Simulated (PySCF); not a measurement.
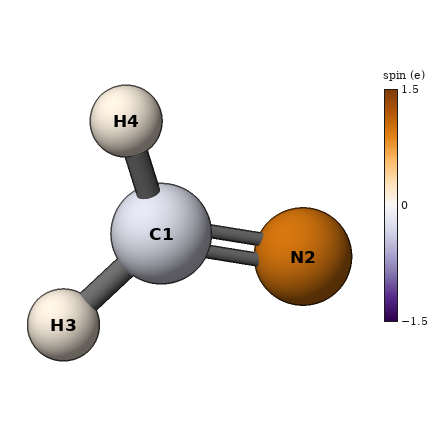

Atoms are coloured by their Mulliken spin populations. The species is neutral and a spin doublet. The geometry was computed by an optimisation with PBE0-D3(BJ)/def2-SVP. No frequency run is at hand to confirm it as a minimum. Properties computed with UKS CAM-B3LYP, IGLO-III on C N, pcH-1 on H, non-relativistic (PySCF 2.14.0).

List the Mulliken spin populations.

```json
{"atom": "C1", "value (e)": "−0.23"}
{"atom": "N2", "value (e)": "1.01"}
{"atom": "H3", "value (e)": "0.11"}
{"atom": "H4", "value (e)": "0.11"}
```

Mulliken values depend strongly on the basis set.
